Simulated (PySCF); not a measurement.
C$_{4}$H$_{7}$AlF$_{3}$N

```xyz
16

F     3.1806   -0.2714   -1.0953
Al    3.0604   -0.8920    0.4469
N     1.6623    0.4349    1.0549
C     0.7000    0.8421    0.5833
C    -0.5001    1.2892   -0.0518
C    -1.3729    0.0778   -0.4269
C    -2.1131   -0.4562    0.7931
F    -1.2597   -0.7519    1.7970
F    -2.9503    0.4952    1.2822
H     2.1702   -2.1610    0.5201
H     4.2574   -0.7046    1.3881
H    -0.2087    1.8370   -0.9522
H    -1.0494    1.9648    0.6113
H    -2.1169    0.3778   -1.1654
H    -0.7541   -0.7199   -0.8408
H    -2.7134   -1.3528    0.5790
```

Geometry: GFN2-xTB.

Computed with PBE0/pcSseg-1, SCF density, gas phase, non-relativistic (PySCF).

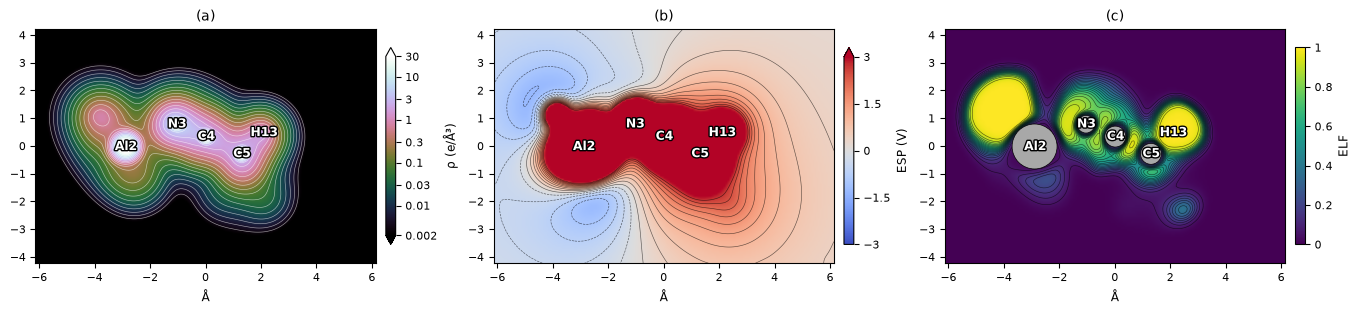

Figure 1. (a) total electron density; (b) molecular electrostatic potential; (c) electron localisation function on the plane of atoms Al2, N3 and C4. Grey discs cover the atomic cores in the ELF map.

### What do the fields say about this system?

- The section cuts through Al, N, C and H sites.
- C–N (1.15 Å): ρ is about 3.5 e/Å³ halfway; the ELF peaks at about 0.85 between the atoms: a multiple bond.
- C–C (1.43 Å): ρ is about 1.9 e/Å³ halfway; the ELF peaks at about 0.95 between the atoms (a covalent bond).
- Al–N (2.02 Å): ρ is about 0.42 e/Å³ halfway; the ELF peaks at about 0.95 in the valence shell of N, 0.7 Å from its nucleus, and is about 0.60 at the midpoint.
- C–H (1.09 Å): the density is about 2 e/Å³ at the midpoint; the ELF climbs to about 1 towards the hydrogen, as it does in any bond to H; an ordinary covalent bond to hydrogen.
- Outside the dense part of the molecule the potential is most negative (−1.3 V) near H11, which lies off the plane.

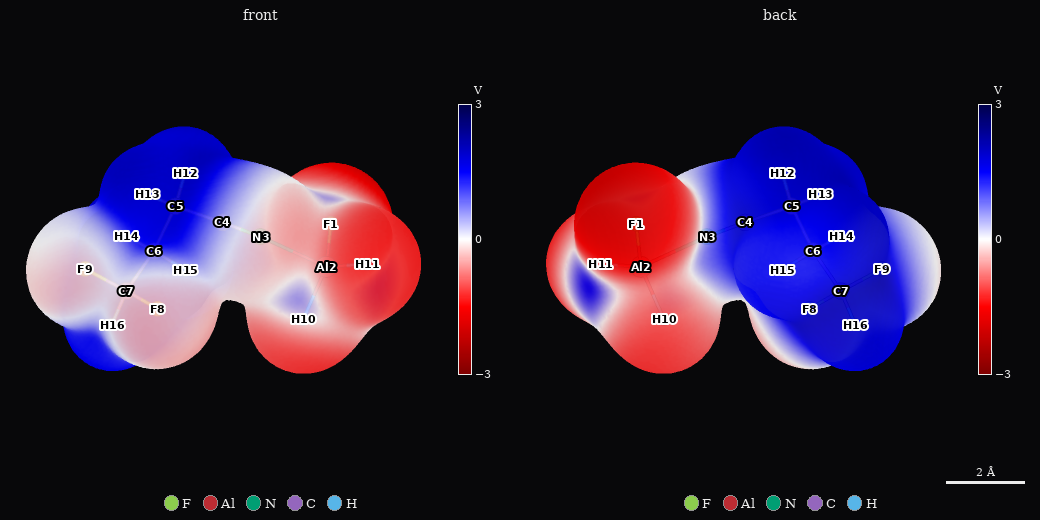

Figure 2. The electrostatic potential painted on the density surface at 0.002 e/bohr³, seen from the front and from behind; red is negative and blue positive.

### Where is the surface potential most negative and most positive?

The most negative region (about −2.0 V) lies over F1, the most positive (about +2.1 V) over C5, C7 and H12.
